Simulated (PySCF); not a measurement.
C$_{4}$H$_{8}$OSi$_{2}$ (SMILES [SiH3]OC1=CC=C[SiH2]1)

Input

```
{"job": {"kind": "nmr", "xc": "PBE0", "basis": "pcSseg-1", "pop": false}, "charge": 0, "multiplicity": 1}
Si     2.304300     0.957400    -0.309500
O      1.316400    -0.143800     0.314500
C      0.014200    -0.222200     0.365200
C     -0.646600    -1.115600     1.138300
C     -2.072500    -1.087800     1.003400
C     -2.592600    -0.259100     0.079500
Si    -1.171800     0.677100    -0.822900
H      2.048700     2.229100     0.353300
H      3.560700     0.319200    -0.049000
H      2.083600     1.119300    -1.806700
H     -0.154300    -1.786900     1.854100
H     -2.714200    -1.724500     1.630400
H     -3.619400    -0.294900    -0.234500
H     -1.263400     2.165500    -0.773500
H     -1.011300     0.277400    -2.232400
```

Run with:

```sh
OMP_NUM_THREADS=1 python probes_run.py task.json out
```

Geometry: GFN2-xTB, MD frame at 250 fs, 200 K.

These are results of PBE0/pcSseg-1, SCF density, gas phase, non-relativistic (PySCF 2.14.0), not measurements.

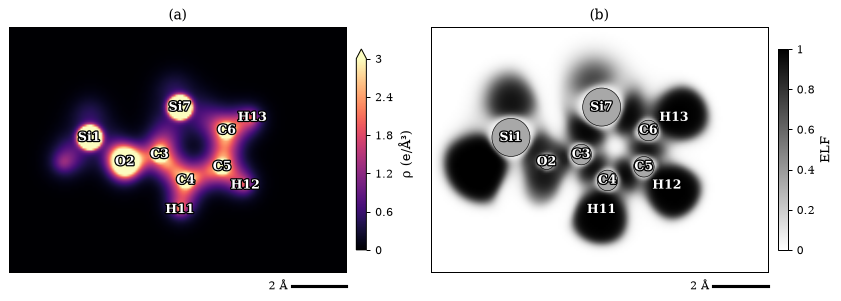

Figure 1. (a) total electron density; (b) ELF on the plane of atoms C3, C4 and H11. Grey discs cover the atomic cores in the ELF map.

> What does the map show?

- The section cuts through Si, O, C and H sites.
- C–O (1.31 Å): the density is about 2.5 e/Å³ at the midpoint; the ELF peaks at about 0.85 between the atoms, as expected for a short, strongly polar bond.
- C–C (1.35 Å): ρ is about 2.2 e/Å³ halfway; the ELF peaks at about 0.90 between the atoms; localised, covalent bonding.
- Si–O (1.61 Å): ρ at the midpoint is about 1.2 e/Å³; the ELF peaks at about 0.85 between the atoms: a short, strongly polar bond.
- C–Si (1.90 Å): ρ is about 0.91 e/Å³ halfway; the ELF peaks at about 0.95 between the atoms (localised, covalent bonding).
- C–H (1.07 Å): ρ is about 2 e/Å³ halfway; the ELF climbs to about 1 towards the hydrogen, as it does in any bond to H; a covalent bond by its length.
- The ELF also peaks beside O2, away from the bonds: lone-pair regions.

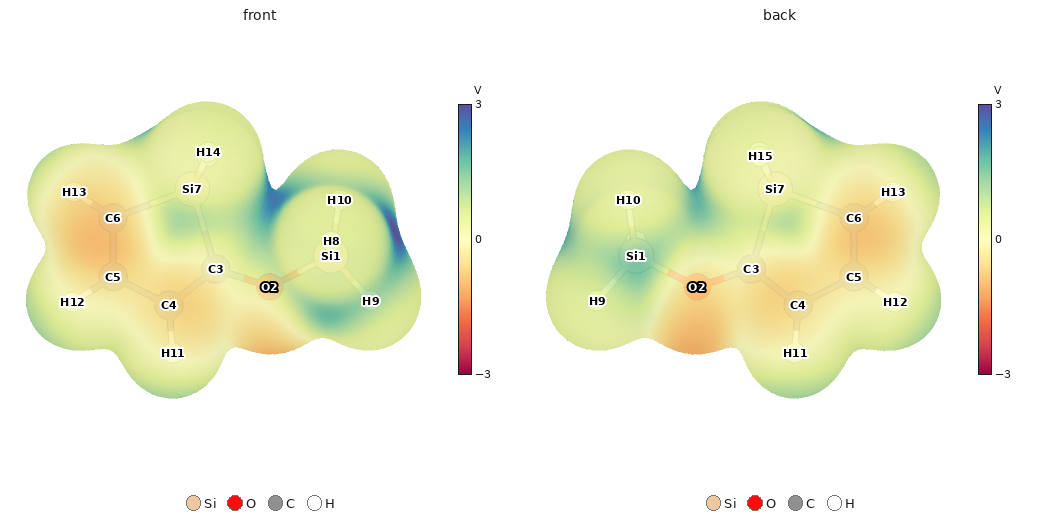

Figure 2. The electrostatic potential painted on the density surface at 0.004 e/bohr³, seen from the front and from behind; the colour scale runs from red (negative) to blue (positive).

> Which sites attract a positive test charge, and which a negative one?

A positive charge is drawn to the negative regions and a negative charge to the positive ones. The most negative region (about −1.0 V, or −23 kcal/mol for a unit charge) lies over O2, the most positive (about +2.8 V, or +65 kcal/mol for a unit charge) over Si1. O2 is the likeliest acceptor of a hydrogen bond.
